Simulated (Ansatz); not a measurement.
# B2W: stress in a strained cell

B2W is deformed so: equal xx and yy strain of -1 %. What stress and forces result, by LAPW, PAW and all-electron datasets made for the crystal?

Computed with Ansatz 0.2.0 (DFT LDA, scalar-relativistic, unless a step's input says otherwise).

**1. The structure to begin with**

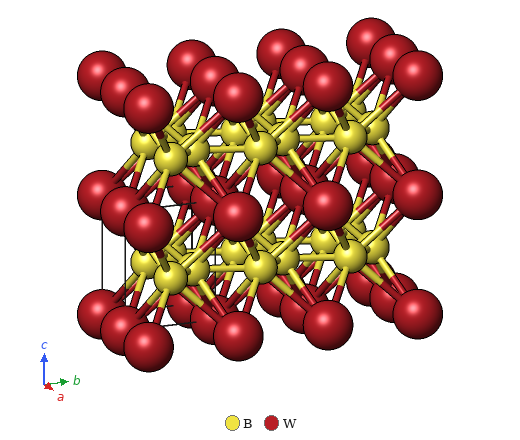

The starting structure, seen slightly off an axis (boron yellow, tungsten red). 2×3×2 cells are drawn. Atoms on the faces are drawn again on the opposite ones.

Coordinates:

```cif
data_structure
_symmetry_space_group_name_H-M 'P6/mmm'
_symmetry_Int_Tables_number 191
_cell_length_a 3.0200
_cell_length_b 3.0200
_cell_length_c 3.0500
_cell_angle_alpha 90.000
_cell_angle_beta 90.000
_cell_angle_gamma 120.000
_cell_volume 24.09
loop_
_atom_site_label
_atom_site_type_symbol
_atom_site_symmetry_multiplicity
_atom_site_Wyckoff_symbol
_atom_site_fract_x
_atom_site_fract_y
_atom_site_fract_z
_atom_site_occupancy
B1 B 2 d 0.33333 0.66667 0.50000 1
W1 W 1 a 0.00000 0.00000 0.00000 1
```

The file gives the conventional cell by its symmetry; the runs use the cell typed in the input.

Atoms are numbered in the order of the input: B1, B2, W3.

**2. After the deformation**

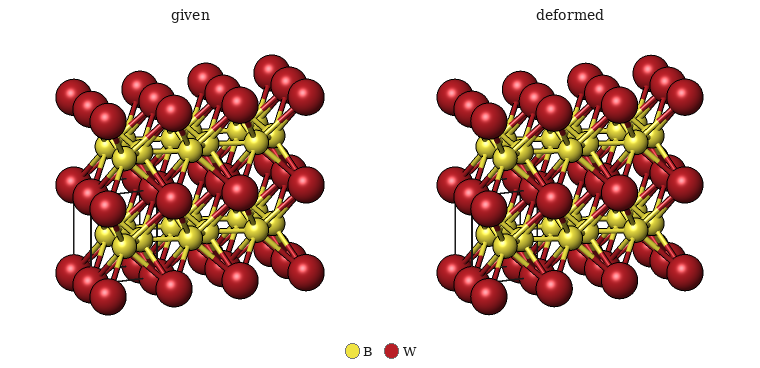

Given and deformed, at one scale.

Space group P6/mmm before, P6/mmm after.

**3. Full-potential LAPW**

File input.yaml:

```yaml
crystal:
  lattice:
    - [2.9898014063, 0.0, 0.0]
    - [-1.4949007032, 2.5892439701, 0.0]
    - [0.0, 0.0, 3.05]
  atoms:
    - { symbol: B, position: [0.3333333333, 0.6666666667, 0.5] }
    - { symbol: B, position: [0.6666666667, 0.3333333333, 0.5] }
    - { symbol: W, position: [0.0, 0.0, 0.0] }
kpoints:
  mp_grid: { grid: [14, 14, 12] }
  band_path:
    path:
      - [0.0, 0.0, 0.0]
      - [0.5, 0.0, 0.0]
      - [0.3333333333, 0.3333333333, 0.0]
      - [0.0, 0.0, 0.0]
      - [0.0, 0.0, 0.5]
      - [0.5, 0.0, 0.5]
      - [0.3333333333, 0.3333333333, 0.5]
      - [0.0, 0.0, 0.5]
      - [0.5, 0.0, 0.5]
    npoints: 5
scf:
  occupations: { method: fermi_dirac, width: 0.05 }
hamiltonian:
  xc: lda
  pseudopotentials: { kind: all_electron, lapw: { basis_error: 0.0005 } }
output:
  forces: true
  stress: true
  eigenvalues: true
```

On the command line:

```console
ansatz run input.yaml --threads 1 --pin off --max-ram 4096MiB --backend cpu --events-out ev --progress --plain --runs-dir out
```

Standard output, shortened:

```text
LAPW: plane waves up to 9.664 Å⁻¹, error target 5.0e-4 eV per atom; small_component_spin mean_spin; B in spheres of 0.863 Å, 5 of its electrons in bands, Dirac shells []; W in spheres of 1.300 Å, 44 of its electrons in bands, Dirac shells []
[...]
Pseudopotentials: kind: all_electron
Pseudopotential: B, LAPW, valence charge 5, Koelling and Harmon's equation, gaussian nucleus
Pseudopotential: W, LAPW, valence charge 44, Koelling and Harmon's equation, gaussian nucleus
Functional definition: SPW92
[...]
Crystal: 3 atoms, lattice volume = 23.611 Å³
Basis set: ecut = 355.8429390690309 eV, 363 PW (Γ), exchange–correlation at level 2
Bands: 33, of which v1, the nominal top of the filled ones, is band 27 counted from 1 (26 counted from 0)
Symmetry: 24 space group operations
Space group: P6/mmm (ITA 191), of the structure as read, at distance tolerance 2.9e-5 Å
k-points: 168 of 2352
[...]
SCF iter   1: F=—  HF=-440289.602320 eV  |F-HF|=—  |Δ(HF+E_count)|=         —  Δρ=1.11e-1  dr2=4.83e0  ethr=8.94e-3  ⟨swp⟩=2.0  Hψ=35758  notcnv=0
[...]
the basis was enlarged: its passes take 100.8 KiB over the memory plan, 1 of 1 planned eigensolver slots
[...]
SCF iter   8: F=-440287.780181 eV  HF=-440287.780181 eV  |F-HF|=4.71e-9  |Δ(HF+E_count)|=   1.81e-8  Δρ=7.18e-6  dr2=7.01e-9  ethr=1.38e-10  ⟨swp⟩=3.0  Hψ=16175  notcnv=0
[...]
NSCF: frozen V_eff on 41 k-points
SCF converged after 8 iterations
Free energy (F): -440287.780181 eV
[...]
E sigma→0 (E₀):  -440287.774655 eV
Entropy (-TS):   -0.011052 eV (-3.684 meV/atom)
Fermi energy:    27.643471 eV
[...]
--- Forces (eV/Å), atoms counted from 1 ---
  atom   1  B     -0.00000000    -0.00000000     0.00000000
  atom   2  B      0.00000000     0.00000000     0.00000000
  atom   3  W      0.00000000     0.00000000     0.00000000
[...]
--- Stress (GPa, compression-positive) ---
       26.813122       0.000000       0.000000
        0.000000      26.813122       0.000000
        0.000000       0.000000      40.696614
  P = ⅓ Tr σ = 31.4410 GPa (314.410 kbar)
--- Band table (eV; the first three rows and the last of 168) ---
[...]
```

Wall time 37 s (1 thread of AMD EPYC 7R43 (Zen 3), shared host); peak memory 0.69 GiB.

Result: pressure 31.44 GPa; no gap.

**4. PAW with frozen cores**

File input.yaml:

```yaml
crystal:
  lattice:
    - [2.9898014063, 0.0, 0.0]
    - [-1.4949007032, 2.5892439701, 0.0]
    - [0.0, 0.0, 3.05]
  atoms:
    - { symbol: B, position: [0.3333333333, 0.6666666667, 0.5] }
    - { symbol: B, position: [0.6666666667, 0.3333333333, 0.5] }
    - { symbol: W, position: [0.0, 0.0, 0.0] }
kpoints:
  mp_grid: { grid: [14, 14, 12] }
scf:
  occupations: { method: fermi_dirac, width: 0.05 }
hamiltonian:
  xc: lda
  pseudopotentials: { kind: paw }
output:
  forces: true
  stress: true
  eigenvalues: true
  efg: { contact_densities: true }
  write_density: true
  write_potential: true
  elf: true
  volumetric_format: npy
```

On the command line:

```console
ansatz run input.yaml --threads 1 --pin off --max-ram 4096MiB --backend cpu --events-out ev --progress --plain --runs-dir out
```

Standard output, shortened:

```text
W: output.efg is read without spin–orbit coupling, which moves field gradients at and beside such atoms by some per cent and up to a factor of two; PAW files take it under magnetization.noncollinear and magnetization.spin_orbit
[...]
Pseudopotentials: kind: paw
Pseudopotential: B, paw, valence charge 3, recommended cutoff 420 eV (normal)
Pseudopotential: W, paw, valence charge 14, recommended cutoff 420 eV (normal)
Functional definition: SPW92
[...]
Crystal: 3 atoms, lattice volume = 23.611 Å³
Basis set: ecut = 420 eV, 443 PW (Γ)
Bands: 14, of which v1, the nominal top of the filled ones, is band 10 counted from 1 (9 counted from 0)
Symmetry: 24 space group operations
Space group: P6/mmm (ITA 191), of the structure as read, at distance tolerance 2.9e-5 Å
k-points: 168 of 2352
[...]
--- Stress (GPa, compression-positive) ---
       26.995794      -0.000000       0.000000
        0.000000      26.995794       0.000000
        0.000000       0.000000      40.974055
  P = ⅓ Tr σ = 31.6552 GPa (316.552 kbar)
--- PAW observables at the nuclei: V_zz in 10²¹ V/m², potentials from the cell's mean, atoms counted from 1 ---
  atom   1  B  V_zz =    +0.097156   η = 0.0000   by run symmetry: allowed
            electrostatic potential = -342.376646 V   contact ρ = 475.053843 e/Å³
  atom   2  B  V_zz =    +0.097156   η = 0.0000   by run symmetry: allowed
            electrostatic potential = -342.376646 V   contact ρ = 475.053843 e/Å³
  atom   3  W  V_zz =    +4.007483   η = 0.0000   by run symmetry: allowed
            electrostatic potential = -14819.810085 V   contact ρ = 8788582.969391 e/Å³
--- Band table (eV; the first three rows and the last of 168) ---
  k-point 0: bands = ["-52.0196", "-16.4194", "-16.1019", "-16.1019", "6.2532", "16.7067", "16.7271", "16.7271", "19.1954", "23.4373", "23.4373", "26.3446", "26.3446", "26.6751"]
[...]
```

Run time: 4.4 s. Hardware: 1 thread of AMD EPYC 7R43 (Zen 3), shared host; peak memory 0.45 GiB.

In short: pressure 31.66 GPa; no gap; Vzz B1 0.10 (η = 0.00), W3 4.01 (η = 0.00) (10²¹ V/m²).

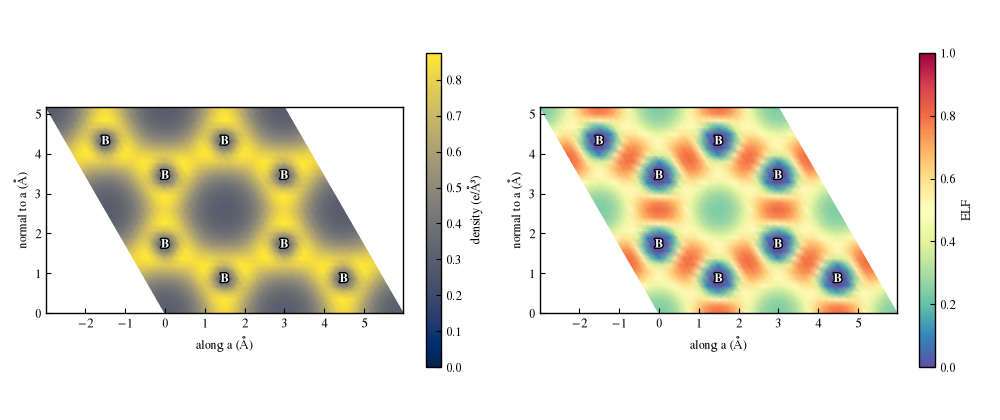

Density (left) and ELF (right) in a lattice plane of the grid's cell (edges 2.99 and 2.99 Å, at 0.500 of the third edge), which holds B. Only atoms in the plane are labelled. Both are smooth fields of the valence electrons: close to the nuclei they are not physical.

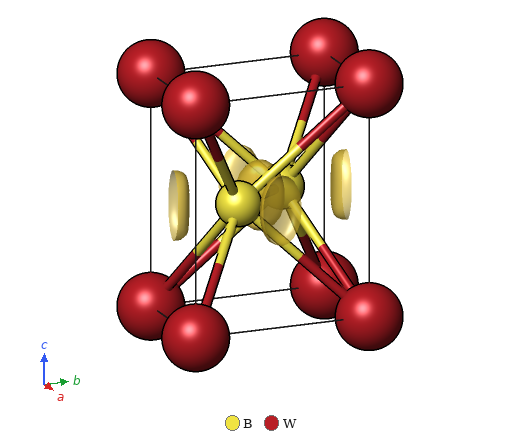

Surface of ELF = 0.74, drawn in one cell.

Maxima of ELF outside the ion cores: 0.80 on the B–B line, 0.9 Å from B.

**5. All-electron PAW on datasets made for the crystal**

input.yaml: that of step 4 with these lines changed.

```diff
@@ -15,3 +15,3 @@
   xc: lda
-  pseudopotentials: { kind: paw }
+  pseudopotentials: { kind: all_electron, datasets: crystal }
 output:
@@ -21,5 +21 @@
   efg: { contact_densities: true }
-  write_density: true
-  write_potential: true
-  elf: true
-  volumetric_format: npy
```

On the command line:

```console
ansatz run input.yaml --threads 1 --pin off --max-ram 4096MiB --backend cpu --events-out ev --progress --plain --runs-dir out
```

Standard output:

```text
hamiltonian.pseudopotentials.datasets: crystal makes datasets for this crystal and solves the spheres of its atoms anew in each pass: cutoff 400.0 eV, the density's 1600.0 eV; for an error of 0.50 meV an atom under PBE, 1.5 meV for the cell; an energy difference from a run of another recipe may be off by several times the error for the cell, under r2SCAN by more, where some 0.1 meV an atom stays at smaller errors; B in spheres of 0.863 Å, 3 of its electrons in bands; W in spheres of 1.376 Å, 6 of its electrons in bands, 22 on its site; only band paths and densities of states list, in semicore columns, the levels of the semicore shells that are solved separately: 4f of W, 5s of W, 5p of W
W: output.efg is read without spin–orbit coupling, which moves field gradients at and beside such atoms by some per cent and up to a factor of two; PAW files take it under magnetization.noncollinear and magnetization.spin_orbit
Engine: ansatz 0.2.0
Pseudopotentials: kind: all_electron
Pseudopotential: B, paw, valence charge 3, recommended cutoff 400 eV (normal), Koelling and Harmon's equation, gaussian nucleus
Pseudopotential: W, paw, valence charge 28, recommended cutoff 400 eV (normal), Koelling and Harmon's equation, gaussian nucleus
Functional definition: SPW92
  exchange = slater_x
  correlation = pw_c
Crystal: 3 atoms, lattice volume = 23.611 Å³
Basis set: ecut = 400 eV, 405 PW (Γ)
Bands: 10, of which v1, the nominal top of the filled ones, is band 6 counted from 1 (5 counted from 0)
Symmetry: 24 space group operations
Space group: P6/mmm (ITA 191), of the structure as read, at distance tolerance 2.9e-5 Å
k-points: 168 of 2352
Non-local potential: B, projectors of the file, l = 0: 1, l = 1: 1
Non-local potential: W, projectors of the file, l = 0: 1, l = 1: 1, l = 2: 2
PAW form: soft (Blöchl's): semilocal exchange-correlation on the pseudo side does not see the compensation charge
PAW one-centre angular grid: B, 110 points (default); XC on its mesh's 1927 points in the sphere
PAW one-centre angular grid: W, 590 points (default); XC on its mesh's 1823 points in the sphere
Initial density: superposition of atomic densities (neutral atoms: chi_scale 0, normalization atom)
Initial wavefunctions: pseudopotential atomic-orbital guess
Functional: x = slater, c = lda
iter 1 solved again at ethr=8.97e-2 eV; its pass at ethr=1.00e-1 eV (dr2=1.08e1 eV) is discarded
SCF iter   1: F=—  HF=-440291.060571 eV  |F-HF|=—  |Δ(HF+E_count)|=         —  Δρ=1.75e-1  dr2=1.26e1  ethr=8.97e-2  ⟨swp⟩=2.0  Hψ=10166  notcnv=0
preconditioner: auto → none  [metal: Δε(μ)=0.006 eV  Ē_g=11.605 eV  σ=0.050 eV  W_gap=0.03  n_scr=8 (ndim 8)  ℏωp=26.5 eV  f_vac=0.000  D(μ)=0.71/eV (n_scr^D=2)  sad-step TF]
SCF iter   2: F=—  HF=-440288.316799 eV  |F-HF|=—  |Δ(HF+E_count)|=    2.74e0  Δρ=7.61e-2  dr2=2.37e0  ethr=8.97e-2  ⟨swp⟩=2.0  Hψ=3368  notcnv=0  defer=1
SCF iter   3: F=—  HF=-440287.918668 eV  |F-HF|=—  |Δ(HF+E_count)|=   3.98e-1  Δρ=3.66e-2  dr2=5.31e-1  ethr=1.98e-2  ⟨swp⟩=3.4  Hψ=5021  notcnv=0  defer=1
iter 4 solved again at ethr=1.85e-4 eV; its pass at ethr=4.43e-3 eV (dr2=2.22e-2 eV) is discarded
SCF iter   4: F=—  HF=-440287.788938 eV  |F-HF|=—  |Δ(HF+E_count)|=   1.30e-1  Δρ=8.04e-3  dr2=2.64e-2  ethr=1.85e-4  ⟨swp⟩=3.1  Hψ=8895  notcnv=0  defer=20
eigensolver tolerance schedule calibrated: the retry pair's looser diagonalisation under-reported the residual by θ = 0.16 (0.12/decade); ethr = c·dr2/N_el runs at the constant in force after the calibration composes with the one it found (an armed cap, an earlier calibration), c = 7.5e-2
SCF iter   5: F=—  HF=-440287.780568 eV  |F-HF|=—  |Δ(HF+E_count)|=   8.37e-3  Δρ=3.12e-3  dr2=3.38e-3  ethr=1.64e-4  ⟨swp⟩=2.4  Hψ=3415  notcnv=0  defer=32
SCF iter   6: F=—  HF=-440287.780591 eV  |F-HF|=—  |Δ(HF+E_count)|=   2.25e-5  Δρ=1.15e-3  dr2=3.54e-4  ethr=2.11e-5  ⟨swp⟩=3.2  Hψ=3623  notcnv=0  defer=8
SCF iter   7: F=—  HF=-440287.780468 eV  |F-HF|=—  |Δ(HF+E_count)|=   1.23e-4  Δρ=4.31e-4  dr2=6.54e-5  ethr=2.20e-6  ⟨swp⟩=3.1  Hψ=4641  notcnv=0  defer=3
SCF iter   8: F=—  HF=-440287.780448 eV  |F-HF|=—  |Δ(HF+E_count)|=   1.96e-5  Δρ=1.60e-4  dr2=9.66e-6  ethr=4.07e-7  ⟨swp⟩=2.1  Hψ=2779  notcnv=0  defer=3
SCF iter   9: F=—  HF=-440287.780445 eV  |F-HF|=—  |Δ(HF+E_count)|=   2.45e-6  Δρ=2.52e-5  dr2=2.06e-7  ethr=6.02e-8  ⟨swp⟩=3.1  Hψ=3566  notcnv=0  defer=3
SCF iter  10: F=-440287.780445 eV  HF=-440287.780445 eV  |F-HF|=6.12e-8  |Δ(HF+E_count)|=   3.65e-8  Δρ=1.37e-5  dr2=7.29e-8  ethr=1.28e-9  ⟨swp⟩=3.1  Hψ=3247  notcnv=0  defer=2
SCF 1 converged in 10 iterations: F = -440287.780447 eV  dr2 = 7.29e-8
  Residual-converged pass: ⟨swp⟩=4.4  Hψ=4541  notcnv=0  max |occ|·‖R‖ = 6.4e-6 eV (tolerance 6.5e-6 eV)  dr2=7.57e-8  dr2_onsite=1.89e-8  max |Δocc| = 1.1e-8
SCF converged after 10 iterations
Free energy (F): -440287.780447 eV
Harris-Foulkes:  -440287.780447 eV  (|F-HF|=6.12e-8)
Internal energy: -440287.769395 eV  (E = F + TS)
E sigma→0 (E₀):  -440287.774921 eV
Entropy (-TS):   -0.011052 eV (-3.684 meV/atom)
Past the cutoff: the bands carry plane waves up to 1.75 times it, of which those up to 1.5 times it add -0.000164 eV an atom, each by itself; the spheres take 0.000083 eV an atom off the energy for waves past 1.75 times it
By the cutoff:   a pressure is off by up to 0.007 GPa (1.2 times the spheres' own share and the shells' term, over an atom's volume, and 0.004 GPa: a bound that held against runs at twice the plane waves)
Past the cutoffs: a stress includes 0.0027 GPa for waves and charges beyond them, in addition to the slope of what the spheres take
In the spheres:  the bands' charges fall short by 2.0e-6 e at most (sound up to 1e-3), those of shells solved beside the bands by 2.7e-7 e (sound up to 5e-4)
Fermi energy:    27.643485 eV
--- Per-component energies (eV) ---
  The terms above E_closure are by the made datasets' own strengths, without shells solved beside the bands.
--- Forces (eV/Å), atoms counted from 1 ---
  atom   1  B     -0.00000000    -0.00000000     0.00000000
  atom   2  B      0.00000000     0.00000000     0.00000000
  atom   3  W      0.00000000    -0.00000000     0.00000000
  max |Σ_I F_I| component: 1.85e-17 eV/Å
--- Stress (GPa, compression-positive) ---
       26.813327       0.000000       0.000000
       -0.000000      26.813327       0.000000
        0.000000       0.000000      40.698730
  P = ⅓ Tr σ = 31.4418 GPa (314.418 kbar)
  It holds what live shells' own plane waves past their cutoff add
--- PAW observables at the nuclei: V_zz in 10²¹ V/m², potentials from the cell's mean, atoms counted from 1 ---
  atom   1  B  V_zz =    +0.125658   η = 0.0000   by run symmetry: allowed
            electrostatic potential = -340.309280 V   contact ρ = 475.082180 e/Å³
  atom   2  B  V_zz =    +0.125658   η = 0.0000   by run symmetry: allowed
            electrostatic potential = -340.309280 V   contact ρ = 475.082180 e/Å³
  atom   3  W  V_zz =    +4.683486   η = 0.0000   by run symmetry: allowed
            electrostatic potential = -14813.437133 V   contact ρ = 8783946.344472 e/Å³
--- Band table (eV; the first three rows and the last of 168) ---
  k-point 0: bands = ["10.8355", "21.2882", "21.3051", "21.3051", "23.7774", "28.0153", "28.0153", "30.9197", "30.9197", "31.2522"]
  k-point 1: bands = ["10.9831", "20.9441", "21.4044", "21.4044", "24.0489", "27.3754", "27.3754", "30.5728", "30.5728", "31.6752"]
  k-point 2: bands = ["11.4114", "20.1072", "21.7013", "21.7013", "24.7253", "26.2834", "26.2834", "29.6694", "29.6694", "31.5369"]
  k-point 167: bands = ["15.3755", "16.0552", "20.1186", "21.1678", "21.5839", "29.4883", "31.3238", "32.0849", "32.4653", "33.1802"]
  guard bands above this table: 0 of the run's 10 bands, where the rule asks 2: the bands that hold charge and the lowest empty level above them stay in the table. A level can be missing at the table's top as with no guard band: raise scf.n_extra_bands
```

Run time: 39 s. Hardware: 1 thread of AMD EPYC 7R43 (Zen 3), shared host; peak memory 1 GiB.

In short: pressure 31.44 GPa; no gap; Vzz B1 0.13 (η = 0.00), W3 4.68 (η = 0.00) (10²¹ V/m²).

**6. Side by side**

Stress (GPa, compression positive):

| method | xx | yy | zz | yz | xz | xy |
| --- | --- | --- | --- | --- | --- | --- |
| LAPW | 26.81 | 26.81 | 40.70 | 0.00 | 0.00 | 0.00 |
| PAW | 27.00 | 27.00 | 40.97 | 0.00 | 0.00 | 0.00 |
| crystal datasets | 26.81 | 26.81 | 40.70 | 0.00 | 0.00 | 0.00 |

```
          method  pressure (GPa)  Vzz B1 (10²¹ V/m²)  Vzz W3 (10²¹ V/m²)  SCF cycles, by the record's count
            LAPW           31.44                   –                   –                                  8
             PAW           31.66                0.10                4.01                                  6
crystal datasets           31.44                0.13                4.68                                 10
```

**7. Results**

| quantity | value |
| --- | --- |
| pressure | LAPW 31.44, PAW 31.66, crystal datasets 31.44 GPa |
| largest shear or deviatoric stress (LAPW) | 9.26 GPa |

The largest part of the stress beyond the pressure is 9.26 GPa in size, in the zz component; the atoms are carried along and not relaxed. No run of the undeformed cell stands beside it, so pressure and stress hold what the given cell had before the change, as far as its symmetry allows. PAW: stress within 0.28 GPa of LAPW. Crystal datasets: stress within 0.01 GPa of LAPW. Spin-orbit coupling is left out, though the cell holds W; in elements this heavy it can shift bands and gaps by tenths of an eV.
